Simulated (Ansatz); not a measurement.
CFMgO$_{2}$ (SMILES O=[C][O][Mg][F]) (doublet)

```xyz
5

C    -1.0697    0.2316   -0.2211
F     0.7080   -1.3887   -0.9452
Mg    1.5926   -0.8910    0.5169
O    -0.3546    0.4464    0.6988
O    -1.8390    0.0958   -1.0777
```

Geometry: B3LYP/6-31G*.

Computed with isolated molecule in a Gaussian basis; Kohn-Sham density functional theory, functional PBE0 (Ansatz).

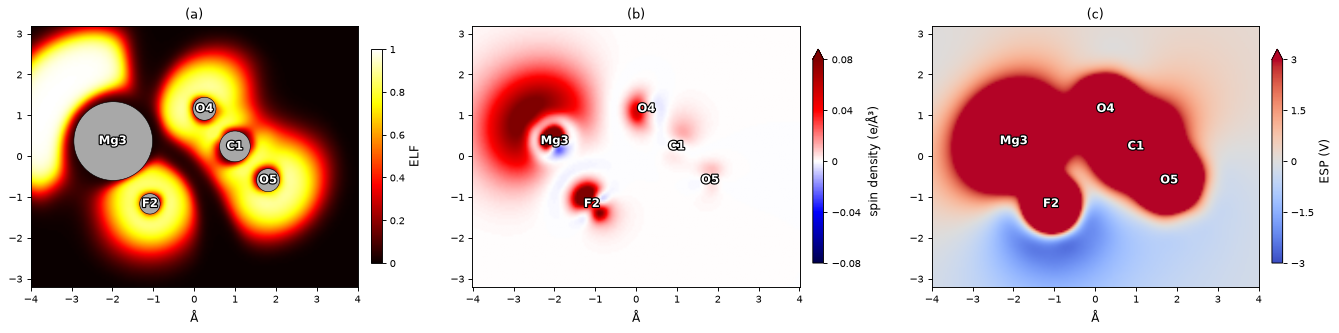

Figure 1. (a) electron localisation function; (b) spin density; (c) molecular electrostatic potential on the molecular plane. Grey discs cover the atomic cores in the ELF map.

### Describe what can be read from this map.

Atoms in the plane: C, F, Mg and O. C–O (1.16 Å): the ELF peaks at about 0.85 between the atoms: a short, multiple covalent bond. Mg–F (1.78 Å): the ELF peaks at about 0.85 in the valence shell of F, 0.5 Å from its nucleus, and is about 0.20 at the midpoint (a largely ionic contact). Mg–O (2.37 Å): the ELF is about 0.15 at the midpoint: a closed-shell, largely ionic contact. The ELF also peaks beside O5, away from the bonds: non-bonding electrons, paired or unpaired. The unpaired spin (1 electron) lies mostly on Mg3 (about 0.9), in electrons by Hirshfeld's partition. Outside the dense part of the molecule the potential is most negative (−2.5 V) near F2.

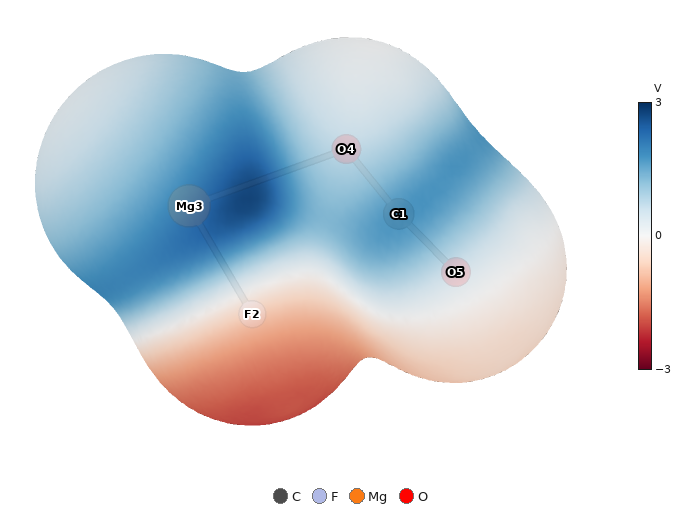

Figure 2. The molecular electrostatic potential painted on the density surface at 0.002 e/bohr³, seen across its widest extent; the colour scale runs from red (negative) to blue (positive).

### Where is the surface potential most negative and most positive?

The most negative region (about −2.0 V) lies over F2, the most positive (about +2.7 V) over Mg3.

### What dipole moment does the calculation give?

Its dipole moment is 2.50 D.

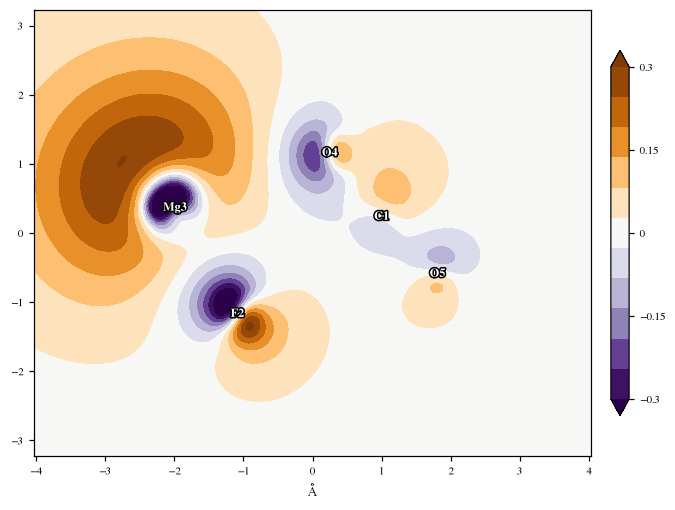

Figure 3. The HOMO (α) on the molecular plane (values in Å⁻³ᐟ²; the overall sign is arbitrary).

### What is the character of this orbital?

It lies mainly on Mg3 (about 95 %). Its energy is −5.30 eV.

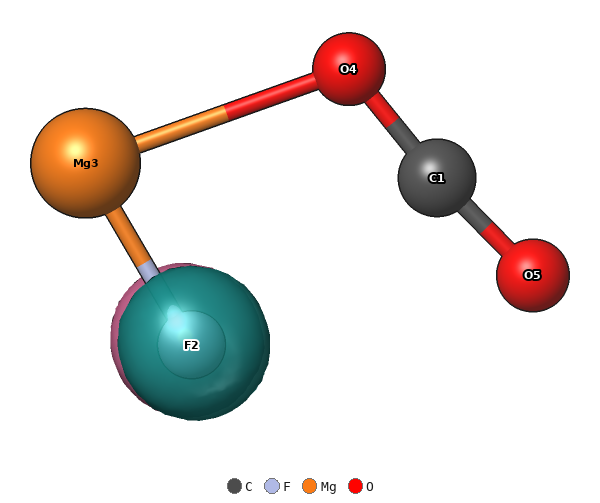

Figure 4. The HOMO−1 (β) at ±0.3 Å⁻³ᐟ² (teal and pink are the two phases), seen across its widest extent.

### Where does this orbital lie, and at what energy?

By Hirshfeld shares it lies mainly on F2 (about 90 %); it changes sign across the molecular plane (π type). Its energy is −9.76 eV.
